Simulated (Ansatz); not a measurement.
Cell of (GaP)6/(InP)6 zinc blende (001) superlattice on GaAs, with its geometry taken from a PBE run:

```yaml
crystal:
  lattice:
    - [4.06417, 0.00000, 0.00000]
    - [0.00000, 4.06417, 0.00000]
    - [0.00000, 0.00000, 34.40657]
  atoms:
    - { symbol: Ga, position: [0.00000, 0.00000, 0.00200] }
    - { symbol: P, position: [0.50000, 0.00000, 0.04053] }
    - { symbol: Ga, position: [0.50000, 0.50000, 0.07900] }
    - { symbol: P, position: [0.00000, 0.50000, 0.11748] }
    - { symbol: Ga, position: [0.00000, 0.00000, 0.15595] }
    - { symbol: P, position: [0.50000, 0.00000, 0.19441] }
    - { symbol: Ga, position: [0.50000, 0.50000, 0.23288] }
    - { symbol: P, position: [0.00000, 0.50000, 0.27134] }
    - { symbol: Ga, position: [0.00000, 0.00000, 0.30983] }
    - { symbol: P, position: [0.50000, 0.00000, 0.34830] }
    - { symbol: Ga, position: [0.50000, 0.50000, 0.38682] }
    - { symbol: P, position: [0.00000, 0.50000, 0.42497] }
    - { symbol: In, position: [0.00000, 0.00000, 0.47014] }
    - { symbol: P, position: [0.50000, 0.00000, 0.51496] }
    - { symbol: In, position: [0.50000, 0.50000, 0.55982] }
    - { symbol: P, position: [0.00000, 0.50000, 0.60468] }
    - { symbol: In, position: [0.00000, 0.00000, 0.64955] }
    - { symbol: P, position: [0.50000, 0.00000, 0.69441] }
    - { symbol: In, position: [0.50000, 0.50000, 0.73928] }
    - { symbol: P, position: [0.00000, 0.50000, 0.78415] }
    - { symbol: In, position: [0.00000, 0.00000, 0.82901] }
    - { symbol: P, position: [0.50000, 0.00000, 0.87387] }
    - { symbol: In, position: [0.50000, 0.50000, 0.91868] }
    - { symbol: P, position: [0.00000, 0.50000, 0.96385] }
```

Calculation: r2SCAN (plane waves to 500 eV, PAW; Ansatz, a program for electronic structure). Spin–orbit coupling is left out. Its k-point mesh 6×6×1, Fermi–Dirac width 0.01 eV.

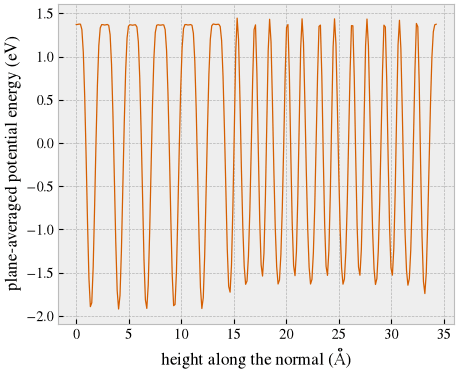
Smooth (PAW) electrostatic potential energy of an electron, averaged over planes, about its mean

The curve spans 3.4 eV over the stretch drawn.
